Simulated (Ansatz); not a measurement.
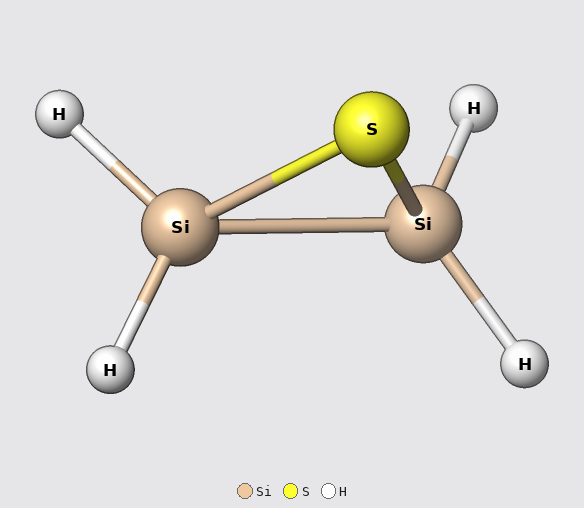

A ball-and-stick model of a molecule. Every bond is drawn as one stick, whatever its order.

The geometry was computed by an optimisation with PBE0-D4/def2-TZVP.

Count the atoms of each element.

Answer. H₄SSi₂, 7 atoms: 4 hydrogen, 1 sulfur and 2 silicon.

What is the point group of this geometry?

Answer. C2v.

The parts below concern this one geometry. Atoms keep their numbers from picture to picture.

Geometry

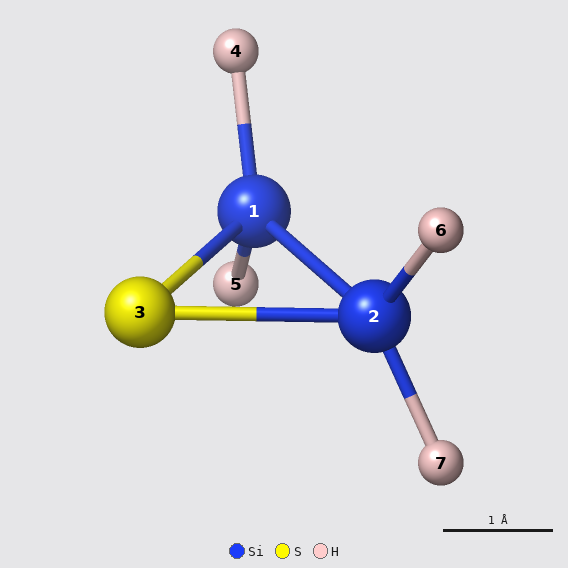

The atoms are numbered.

Which bond is the longest?

Answer. Si1–Si2, 2.244 Å.

Electronic properties

Level of theory: RKS revPBE-D4/def2-TZVPP (Ansatz 0.2.0).

Computed properties:

- HOMO energy (Kohn–Sham orbital): −6.27 eV
- LUMO energy (Kohn–Sham orbital): −1.18 eV
- HOMO–LUMO gap: 5.09 eV
- dispersion correction: −45.5 kJ/mol

Thermal motion

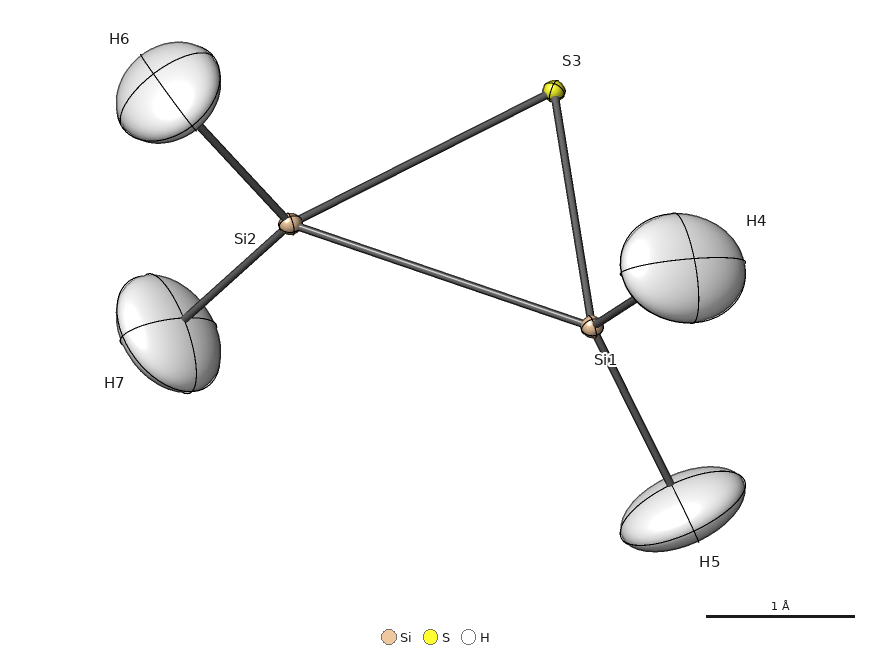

Displacement ellipsoids at the 50 % level, enlarged 1.5 times, from the internal vibrations of the free molecule (harmonic, no overall translation or rotation; no half-axis is drawn under 0.075 Å). Vibrations computed with RKS PBE0-D4/def2-TZVP (Ansatz 0.2.0). Temperature: 400 K.

Which atom moves most?

Answer. H4, H5, H6, H7, with U_eq = 0.0247 Å².

Does H7 move more along its bond or across it?

Answer. Across it: the root-mean-square amplitude is 0.088 Å along the bond and up to 0.197 Å across, since bending and torsion are softer than stretching.

List U_eq and the three principal root-mean-square amplitudes for each kind of atom.

```json
{"atom": "Si1, Si2", "U_eq (Å²)": "0.00071", "rms amplitudes (Å)": "0.014, 0.027, 0.034"}
{"atom": "S3", "U_eq (Å²)": "0.00057", "rms amplitudes (Å)": "0.008, 0.026, 0.031"}
{"atom": "H4, H5, H6, H7", "U_eq (Å²)": "0.0247", "rms amplitudes (Å)": "0.087, 0.167, 0.197"}
```

Charges

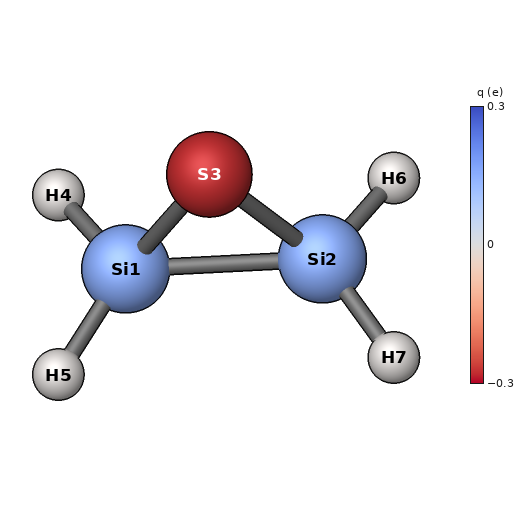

Atoms are coloured by their Mulliken charges. Level of theory: RKS ωB97M-V/def2-TZVPP (Ansatz 0.2.0).

List the Mulliken charges.

```
atom  value (e)
 Si1       0.15
 Si2       0.15
  S3      −0.27
  H4      −0.01
  H5      −0.01
  H6      −0.01
  H7      −0.01
```

Mulliken values depend strongly on the basis set and can even reverse the polarity of a bond.
